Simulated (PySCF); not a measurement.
# Br3Ga (gallium tribromide): what the fields show

Input file:

```
{"job": {"kind": "sp", "xc": "wB97X", "basis": "ma-def2-TZVP", "d3": "d3bj", "grid": 2}, "charge": 0, "multiplicity": 1}
Br     0.191689    -2.253071     0.011026
Ga     0.011934     0.006644    -0.010011
Br    -2.051377     0.943891    -0.005425
Br     1.867621     1.312032    -0.041416
```

Command:

```sh
OMP_NUM_THREADS=1 python redox_run.py task.json out
```

Geometry: PBE0-D3(BJ)/ma-def2-SVP.

Level of theory: DFT single point, gas phase, functional wB97X (PySCF).

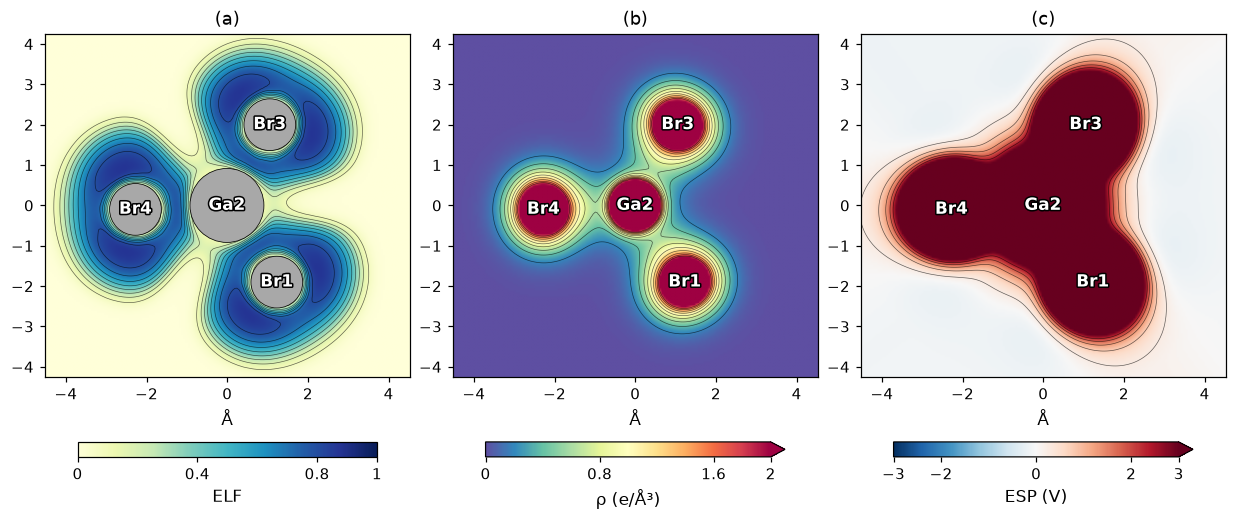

Figure 1. (a) ELF; (b) electron density; (c) electrostatic potential on the molecular plane. Grey discs cover the atomic cores in the ELF map.

Question: Read the bonding off the picture.

Answer: Atoms in the plane: Br and Ga. Ga–Br (2.27 Å): ρ at the midpoint is about 0.69 e/Å³; the ELF peaks at about 0.75 in the valence shell of Br, 1.0 Å from its nucleus, and is about 0.70 at the midpoint. The ELF also peaks beside Br1, Br4 and Br3, away from the bonds: lone-pair regions. The potential has no marked negative region in this plane.

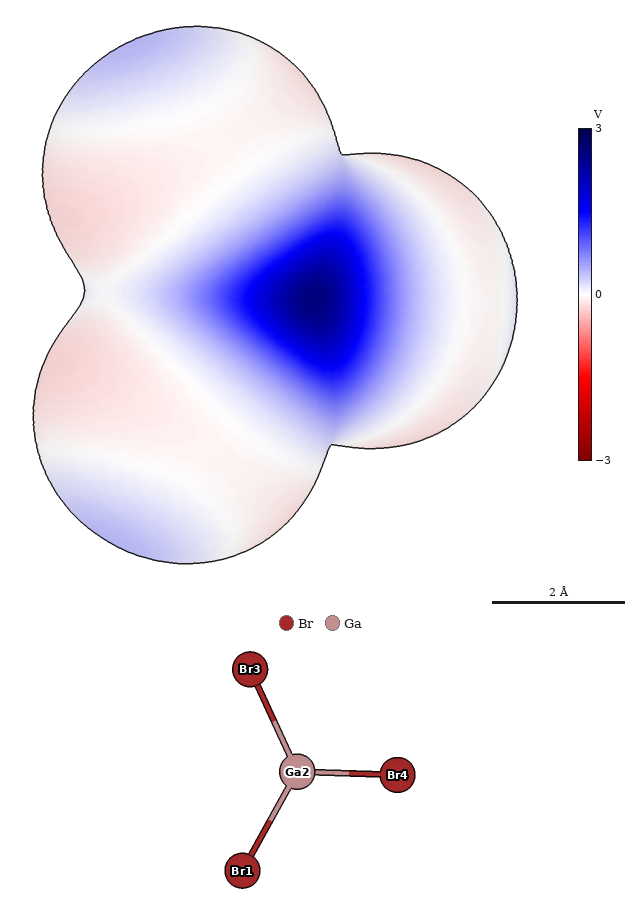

Figure 2. The molecular electrostatic potential painted on the density surface at 0.001 e/bohr³, seen at a tilt; the colour scale runs from red (negative) to blue (positive). The bare structure is drawn below in the same view.

Question: Which sites attract a positive test charge, and which a negative one?

Answer: A positive charge is drawn to the negative regions and a negative charge to the positive ones. The most negative region (about −0.2 V) lies over Br1, Br3 and Br4, the most positive (about +2.5 V) over Ga2. Br1 shows a σ-hole: about +0.4 V at the tip opposite its bond, against about −0.1 V on its flanks. Br3 shows a σ-hole: about +0.4 V at the tip opposite its bond, against about −0.1 V on its flanks. Br4 shows a σ-hole: about +0.4 V at the tip opposite its bond, against about −0.1 V on its flanks.

Question: What dipole moment does the calculation give?

Answer: Its dipole moment is 0.04 D.
